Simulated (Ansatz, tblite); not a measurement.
# C2H7In: chosen isomers compared, part 2 of 2

Aim: relax some chosen isomers of C2H7In, and see how the levels of theory order them.

Ansatz 0.2.0, Gaussian basis; relaxed with r2SCAN-D4/def2-SVP, singlet. The steps go on from the part before.

### Step 9. Candidate B, PBE-D4/def2-TZVP

in.yaml reads:

```yaml
crystal:
  periodic: [false, false, false]
  atoms:
    - {symbol: C, position_ang: [-0.492723, -0.233868, 0.447839]}
    - {symbol: C, position_ang: [-0.270111, -1.120325, -0.775229]}
    - {symbol: In, position_ang: [0.747652, 1.559949, 0.556051]}
    - {symbol: H, position_ang: [1.906195, 1.899455, -0.696886]}
    - {symbol: H, position_ang: [0.598012, 2.660714, 1.893318]}
    - {symbol: H, position_ang: [-1.542529, 0.107153, 0.508871]}
    - {symbol: H, position_ang: [-0.317271, -0.793725, 1.385007]}
    - {symbol: H, position_ang: [-0.928796, -2.007517, -0.767747]}
    - {symbol: H, position_ang: [-0.467448, -0.581690, -1.717026]}
    - {symbol: H, position_ang: [0.767031, -1.490136, -0.834218]}
basis:
  gaussian: {orbitals: def2-TZVP, initial_orbitals: start.molden}
hamiltonian: {xc: pbe, dispersion: d4}
scf: {omitted_lower_state_checks: [starts]}
output: {forces: true, orbitals: {seedname: orbitals}}
```

The run is started by

```bash
$ ansatz run in.yaml --threads 2 --pin off --events-out ev --progress --plain --max-ram 4352MiB
```

What it wrote, shortened:

```text
Functional definition: PBE
  name "PBE"
  cite "Perdew, Burke & Ernzerhof, Phys. Rev. Lett. 77, 3865 (1996) doi:10.1103/PhysRevLett.77.3865"
  parent pbe
[...]
1056 factors; their error is unknown
[...]
mean field -7358.65939339 eV, -270.4257448285 hartree, gradient 1.6e-5 eV, S^2 0.000000; 0 other end points of the search recorded, 0 dependent functions left out
[...]
reference -7358.65945437 eV, -270.4257470696 hartree; 20, 20 occupied and 134, 134 virtual orbitals, 1056 factors
Total energy: -7358.81908076 eV, -270.4316132311 hartree
Atom 0 at    -0.492723    -0.233868     0.447839 Å, force    -0.114762    -0.020294     0.136515 eV/Å
Atom 1 at    -0.270111    -1.120325    -0.775229 Å, force     0.036703    -0.073001    -0.132856 eV/Å
Atom 2 at     0.747652     1.559949     0.556051 Å, force    -0.028858    -0.053338     0.007771 eV/Å
Atom 3 at     1.906195     1.899455    -0.696886 Å, force     0.045668     0.009036    -0.060651 eV/Å
Atom 4 at     0.598012     2.660714     1.893318 Å, force    -0.010547     0.050631     0.060069 eV/Å
Atom 5 at    -1.542529     0.107153     0.508871 Å, force     0.089849    -0.014750    -0.011419 eV/Å
Atom 6 at    -0.317271    -0.793725     1.385007 Å, force     0.001401     0.056575    -0.079304 eV/Å
Atom 7 at    -0.928796    -2.007517    -0.767747 Å, force     0.030103     0.046498     0.008629 eV/Å
Atom 8 at    -0.467448    -0.581690    -1.717026 Å, force     0.014934    -0.029943     0.064101 eV/Å
Atom 9 at     0.767031    -1.490136    -0.834218 Å, force    -0.064491     0.028586     0.007145 eV/Å
Dipole moment:    -0.108817    -0.143152     0.001338 e Å
Checks for a lower state left out: starts
```

Run time: 2.6 s. Hardware: 2 threads of Arm Neoverse V1, shared host.

From the report: HOMO -5.97 eV, LUMO -2.29 eV.

### Step 10. Candidate B, r2SCAN-D4/def2-TZVP

Edit in.yaml of step 9 so:

```diff
@@ -15,4 +15,4 @@
   gaussian: {orbitals: def2-TZVP, initial_orbitals: start.molden}
-hamiltonian: {xc: pbe, dispersion: d4}
+hamiltonian: {xc: r2scan, dispersion: d4}
 scf: {omitted_lower_state_checks: [starts]}
-output: {forces: true, orbitals: {seedname: orbitals}}
+output: {orbitals: {seedname: orbitals}}
```

Same command.

What it wrote:

```text
Functional definition: r2SCAN
  name "r2SCAN"
  cite "Furness, Kaplan, Ning, Perdew & Sun, J. Phys. Chem. Lett. 11, 8208 (2020) doi:10.1021/acs.jpclett.0c02405"
  cite "Furness, Kaplan, Ning, Perdew & Sun, J. Phys. Chem. Lett. 11, 9248 (2020) doi:10.1021/acs.jpclett.0c03077"
  parent r2scan
  parameter k0 = 0.174
  parameter k1 = 0.065
  parameter a1 = 4.9479
  exchange = r2scan_x(k0 = k0, k1 = k1, a1 = a1)
  correlation = r2scan_c
these checks for a lower state are left out or cut short: starts
1056 factors; their error is unknown
mean field evaluation 1: about -7362.3957 eV, gradient 4.4e0 eV
mean field evaluation 2: about -7362.4279 eV, gradient 3.2e-2 eV
mean field evaluation 4: about -7362.4055 eV, gradient 2.5e-4 eV
mean field -7362.40553287 eV, -270.5634129154 hartree, gradient 1.7e-5 eV, S^2 0.000000; 0 other end points of the search recorded, 0 dependent functions left out
reference -7362.40555071 eV, -270.5634135709 hartree; 20, 20 occupied and 134, 134 virtual orbitals, 1056 factors
Total energy: -7362.44376090 eV, -270.5648177694 hartree
Checks for a lower state left out: starts
```

It took 4.1 s on 2 threads of Arm Neoverse V1, shared host.

From the report: HOMO -6.17 eV, LUMO -1.98 eV.

### Step 11. Candidate B, ωB97X-V/def2-TZVP

Edit in.yaml of step 10 so:

```diff
@@ -15,3 +15,3 @@
   gaussian: {orbitals: def2-TZVP, initial_orbitals: start.molden}
-hamiltonian: {xc: r2scan, dispersion: d4}
+hamiltonian: {xc: {name: wB97X-V}}
 scf: {omitted_lower_state_checks: [starts]}
```

Launched as before.

What it wrote, shortened:

```text
Functional definition: wB97X-V
  name "wB97X-V"
  cite "Mardirossian & Head-Gordon, Phys. Chem. Chem. Phys. 16, 9904 (2014) doi:10.1039/C3CP54374A"
  cite "Becke, J. Chem. Phys. 107, 8554 (1997) doi:10.1063/1.475007"
  cite "Vydrov & Van Voorhis, J. Chem. Phys. 133, 244103 (2010) doi:10.1063/1.3521275"
[...]
      + integral(e_c_pw_opposite_spin*poly(b97_u_opposite, cos0, cos1)) + vv10(b, c)
[...]
1120 factors; their error is unknown
312 factors; integrals over basis functions are off by at most 9.6e-6 eV
[...]
mean field -7360.82449840 eV, -270.5053109701 hartree, gradient 1.9e-5 eV, S^2 0.000000; 0 other end points of the search recorded, 0 dependent functions left out
reference -7360.82449562 eV, -270.5053108680 hartree; 20, 20 occupied and 134, 134 virtual orbitals, 1120 factors
Total energy: -7360.82449562 eV, -270.5053108680 hartree
Checks for a lower state left out: starts
```

Wall time 8.5 s (2 threads of Arm Neoverse V1, shared host).

From the report: HOMO -9.34 eV, LUMO 0.17 eV.

### Step 12. Candidate B, revPBE-D4/def2-TZVP

Edit in.yaml of step 11 so:

```diff
@@ -15,3 +15,3 @@
   gaussian: {orbitals: def2-TZVP, initial_orbitals: start.molden}
-hamiltonian: {xc: {name: wB97X-V}}
+hamiltonian: {xc: {name: revPBE}, dispersion: d4}
 scf: {omitted_lower_state_checks: [starts]}
```

The command is unchanged.

What it wrote:

```text
Functional definition: revPBE
  name "revPBE"
  cite "Zhang & Yang, Phys. Rev. Lett. 80, 890 (1998) doi:10.1103/PhysRevLett.80.890"
  cite "Perdew, Burke & Ernzerhof, Phys. Rev. Lett. 77, 3865 (1996) doi:10.1103/PhysRevLett.77.3865"
  parameter kappa = 1.245
  parameter beta = 0.06672455060314922
  exchange = pbe_x(kappa = kappa, mu = beta*pi^2/3)
  correlation = pbe_c(beta = beta)
these checks for a lower state are left out or cut short: starts
1056 factors; their error is unknown
mean field evaluation 1: about -7362.6505 eV, gradient 7.7e0 eV
mean field evaluation 2: about -7362.7190 eV, gradient 8.0e-2 eV
mean field evaluation 4: about -7362.6941 eV, gradient 3.2e-4 eV
mean field -7362.69408519 eV, -270.5740170175 hartree, gradient 1.2e-5 eV, S^2 0.000000; 0 other end points of the search recorded, 0 dependent functions left out
reference -7362.69416224 eV, -270.5740198490 hartree; 20, 20 occupied and 134, 134 virtual orbitals, 1056 factors
Total energy: -7363.18355778 eV, -270.5920048033 hartree
Checks for a lower state left out: starts
```

Wall time 2 s (2 threads of Arm Neoverse V1, shared host).

From the report: HOMO -5.91 eV, LUMO -2.18 eV.

### Step 13. Candidate B, B2PLYP/def2-TZVP

Edit in.yaml of step 12 so:

```diff
@@ -15,4 +15,3 @@
   gaussian: {orbitals: def2-TZVP, initial_orbitals: start.molden}
-hamiltonian: {xc: {name: revPBE}, dispersion: d4}
+hamiltonian: {xc: {name: B2PLYP}}
 scf: {omitted_lower_state_checks: [starts]}
-output: {orbitals: {seedname: orbitals}}
```

Same command.

What it wrote, shortened:

```text
Functional definition: B2PLYP
  name "B2PLYP"
  cite "Grimme, J. Chem. Phys. 124, 034108 (2006) doi:10.1063/1.2148954"
  cite "Becke, Phys. Rev. A 38, 3098 (1988) doi:10.1103/PhysRevA.38.3098"
  cite "Lee, Yang & Parr, Phys. Rev. B 37, 785 (1988) doi:10.1103/PhysRevB.37.785"
[...]
1229 factors; integrals over basis functions are off by at most 1.2e-3 eV
[...]
mean field -7348.01942689 eV, -270.0347332719 hartree, gradient 2.1e-6 eV, S^2 0.000000; 0 other end points of the search recorded, 0 dependent functions left out
6 core orbitals not correlated: weight in the atoms' cores, before any rotation towards them, 1.000 or more for the frozen orbitals, at most 0.000 for the correlated occupied ones
reference -7348.01962265 eV, -270.0347404660 hartree; 14, 14 occupied and 134, 134 virtual orbitals, 1229 factors
second order -20.94738338 eV of doubles, -0.00000000 eV of singles
Total energy: -7353.67541617 eV, -270.2425870439 hartree
Checks for a lower state left out: starts
```

It took 4.3 s on 2 threads of Arm Neoverse V1, shared host.

### Step 14. Candidate B, PBE-D4/def2-SVP

Edit in.yaml of step 13 so:

```diff
@@ -14,4 +14,5 @@
 basis:
-  gaussian: {orbitals: def2-TZVP, initial_orbitals: start.molden}
-hamiltonian: {xc: {name: B2PLYP}}
+  gaussian: {orbitals: def2-SVP, initial_orbitals: start.molden}
+hamiltonian: {xc: pbe, dispersion: d4}
 scf: {omitted_lower_state_checks: [starts]}
+output: {orbitals: {seedname: orbitals}}
```

The command is unchanged.

What it wrote:

```text
Functional definition: PBE
  name "PBE"
  cite "Perdew, Burke & Ernzerhof, Phys. Rev. Lett. 77, 3865 (1996) doi:10.1103/PhysRevLett.77.3865"
  parent pbe
  parameter kappa = 0.804
  parameter beta = 0.06672455060314922
  exchange = pbe_x(kappa = kappa, mu = beta*pi^2/3)
  correlation = pbe_c(beta = beta)
these checks for a lower state are left out or cut short: starts
1038 factors; their error is unknown
mean field evaluation 1: about -7355.7037 eV, gradient 2.9e1 eV
mean field evaluation 2: about -7355.9984 eV, gradient 4.3e-1 eV
mean field evaluation 4: about -7355.9718 eV, gradient 2.1e-1 eV
mean field -7355.97190181 eV, -270.3269813348 hartree, gradient 8.2e-5 eV, S^2 0.000000; 0 other end points of the search recorded, 0 dependent functions left out
reference -7355.97194906 eV, -270.3269830712 hartree; 20, 20 occupied and 69, 69 virtual orbitals, 1038 factors
Total energy: -7356.13157545 eV, -270.3328492327 hartree
Checks for a lower state left out: starts
```

Wall time 1.1 s (2 threads of Arm Neoverse V1, shared host).

From the report: HOMO -5.92 eV, LUMO -2.24 eV.

### Step 15. Candidate B, PBE0-D4/def2-SVP

Edit in.yaml of step 14 so:

```diff
@@ -15,3 +15,3 @@
   gaussian: {orbitals: def2-SVP, initial_orbitals: start.molden}
-hamiltonian: {xc: pbe, dispersion: d4}
+hamiltonian: {xc: pbe0, dispersion: d4}
 scf: {omitted_lower_state_checks: [starts]}
```

The command is unchanged.

What it wrote:

```text
Functional definition: PBE0
  name "PBE0"
  cite "Adamo & Barone, J. Chem. Phys. 110, 6158 (1999) doi:10.1063/1.478522"
  cite "Perdew, Burke & Ernzerhof, Phys. Rev. Lett. 77, 3865 (1996) doi:10.1103/PhysRevLett.77.3865"
  parent pbe
  parameter a = 0.25
  parameter kappa = 0.804
  parameter beta = 0.06672455060314922
  exchange = (1 - a)*pbe_x(kappa = kappa, mu = beta*pi^2/3) + a*exact_x
  correlation = pbe_c(beta = beta)
these checks for a lower state are left out or cut short: starts
1089 factors; their error is unknown
mean field evaluation 1: about -7356.2597 eV, gradient 2.9e1 eV
mean field evaluation 2: about -7356.4847 eV, gradient 2.7e-1 eV
mean field evaluation 4: about -7356.5904 eV, gradient 5.4e-4 eV
mean field -7356.59035751 eV, -270.3497091625 hartree, gradient 2.7e-5 eV, S^2 0.000000; 0 other end points of the search recorded, 0 dependent functions left out
reference -7356.59039316 eV, -270.3497104725 hartree; 20, 20 occupied and 69, 69 virtual orbitals, 1089 factors
Total energy: -7356.72492065 eV, -270.3546542665 hartree
Checks for a lower state left out: starts
```

Wall time 1.4 s (2 threads of Arm Neoverse V1, shared host).

Report: HOMO -7.06 eV, LUMO -1.51 eV.

### Step 16. Candidate B, CCSD(T)/def2-TZVP

Edit in.yaml of step 15 so:

```diff
@@ -14,4 +14,4 @@
 basis:
-  gaussian: {orbitals: def2-SVP, initial_orbitals: start.molden}
-hamiltonian: {xc: pbe0, dispersion: d4}
+  gaussian: {orbitals: def2-TZVP, initial_orbitals: start.molden}
+correlation: {method: ccsd_t}
 scf: {omitted_lower_state_checks: [starts]}
```

Same command.

What it wrote, shortened:

```text
Functional definition: HF
  name "HF"
  cite "Fock, Z. Phys. 61, 126 (1930) doi:10.1007/BF01340294"
  parent pbe
[...]
1229 factors; integrals over basis functions are off by at most 1.2e-3 eV
[...]
mean field -7320.07680105 eV, -269.0078607124 hartree, gradient 6.9e-7 eV, S^2 0.000000; 0 other end points of the search recorded, 0 dependent functions left out
6 core orbitals not correlated: weight in the atoms' cores, before any rotation towards them, 1.000 or more for the frozen orbitals, at most 0.000 for the correlated occupied ones
reference -7320.07680105 eV, -269.0078607124 hartree; 14, 14 occupied and 134, 134 virtual orbitals, 1229 factors
second order -17.32149807 eV of doubles, -0.00000000 eV of singles
cycle   1  -17.69506184 eV  change   -3.7e-1 eV  update   9.6e-2
[...]
cycle   8  -18.24882598 eV  change   -1.5e-5 eV  update   3.1e-5
perturbative correction -0.59993692 eV, -0.0220472751 hartree
Total energy: -7338.92556396 eV, -269.7005399730 hartree
Checks for a lower state left out: starts
```

Wall time 37 s (2 threads of Arm Neoverse V1, shared host); peak memory 1.3 GiB.

From the report: Hartree-Fock HOMO -9.69 eV, LUMO 0.74 eV; T1 0.013.

### Step 17. Candidate B, RPA/def2-TZVP

Edit in.yaml of step 16 so:

```diff
@@ -15,4 +15,4 @@
   gaussian: {orbitals: def2-TZVP, initial_orbitals: start.molden}
-correlation: {method: ccsd_t}
+hamiltonian: {xc: pbe}
+correlation: {method: rpa}
 scf: {omitted_lower_state_checks: [starts]}
-output: {orbitals: {seedname: orbitals}}
```

Launched as before.

What it wrote:

```text
Functional definition: PBE
  name "PBE"
  cite "Perdew, Burke & Ernzerhof, Phys. Rev. Lett. 77, 3865 (1996) doi:10.1103/PhysRevLett.77.3865"
  parent pbe
  parameter kappa = 0.804
  parameter beta = 0.06672455060314922
  exchange = pbe_x(kappa = kappa, mu = beta*pi^2/3)
  correlation = pbe_c(beta = beta)
these checks for a lower state are left out or cut short: starts
1229 factors; integrals over basis functions are off by at most 1.2e-3 eV
mean field evaluation 1: about -7358.5789 eV, gradient 7.1e0 eV
mean field evaluation 2: about -7358.6629 eV, gradient 8.4e-2 eV
mean field evaluation 4: about -7358.6593 eV, gradient 7.7e-5 eV
mean field -7358.65932745 eV, -270.4257424055 hartree, gradient 2.9e-6 eV, S^2 0.000000; 0 other end points of the search recorded, 0 dependent functions left out
6 core orbitals not correlated: weight in the atoms' cores, before any rotation towards them, 1.000 or more for the frozen orbitals, at most 0.000 for the correlated occupied ones
reference -7318.96628875 eV, -268.9670501382 hartree; 14, 14 occupied and 134, 134 virtual orbitals, 1229 factors
Total energy: -7346.87402663 eV, -269.9926405884 hartree
Checks for a lower state left out: starts
```

Wall time 4.9 s (2 threads of Arm Neoverse V1, shared host).

### Step 18. B against A

The energies of A at these levels come from its own runs, whose logs aren't repeated here.

```tsv
method	B above A (kJ/mol)	from CCSD(T)/def2-TZVP (kJ/mol)	time
GFN1-xTB	-46.4	-86.7	0.009 s
GFN2-xTB	-14.7	-55.0	0.006 s
HF/def2-TZVP	30.2	-10.1	
PBE-D4/def2-SVP	24.4	-15.9	2.2 s
PBE-D4/def2-TZVP	35.2	-5.1	5.1 s
revPBE-D4/def2-TZVP	32.0	-8.3	4 s
r2SCAN-D4/def2-TZVP	36.9	-3.4	8.2 s
PBE0-D4/def2-SVP	24.4	-15.9	2.7 s
PBE0-D4/def2-TZVP	33.9	-6.4	5.2 s
ωB97X-V/def2-TZVP	33.6	-6.7	17 s
B2PLYP/def2-TZVP	39.6	-0.7	8.4 s
RPA/def2-TZVP	38.1	-2.2	9.5 s
MP2/def2-TZVP	45.1	+4.8	
CCSD/def2-TZVP	39.3	-1.0	
CCSD(T)/def2-TZVP	40.3	0	75 s
```

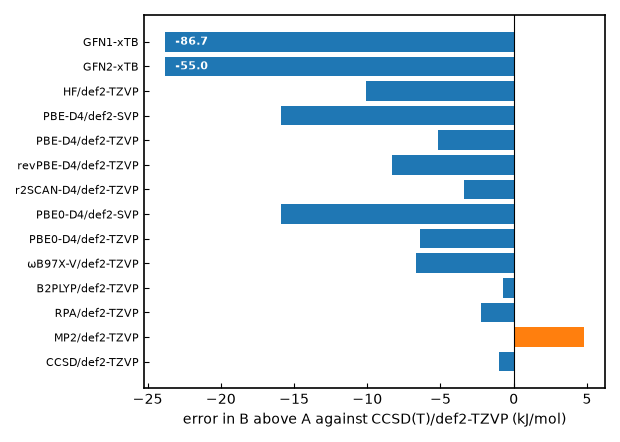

Deviations from CCSD(T)/def2-TZVP, method by method. Bars with a number in them are cut short.

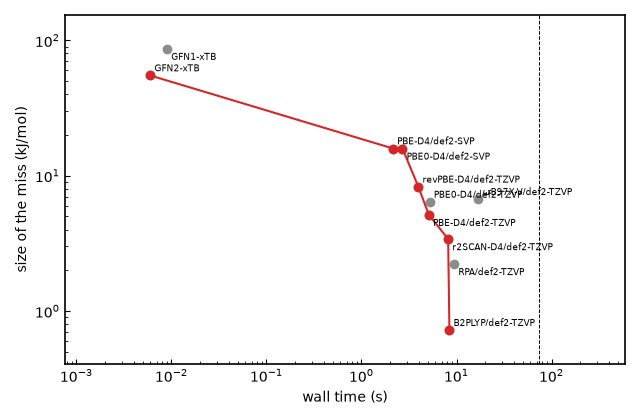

Miss against cost. Red marks the levels that no quicker level drawn beats (of those quicker than the yardstick), and the dashed line is the time of CCSD(T)/def2-TZVP. Times are from a shared host.

Times add the two runs; a level without a time comes out of a correlated run.

### Step 19. Outcome

This closing draws on all 2 parts.

| quantity | value |
| --- | --- |
| B above A, CCSD(T)/def2-TZVP | +40.3 kJ/mol |
| levels that put B lower | GFN1-xTB, GFN2-xTB |

In words: The levels disagree on B and A: 2 of 15 put B lower. The reference is CCSD(T) in one finite basis, so it carries an error of its own, often a tenth of an eV or more, and near misses can't be ranked. Only these isomers were run, one conformer each; others of the formula can lie lower. Only singlets are compared; another spin may lie lower and prefer another shape.
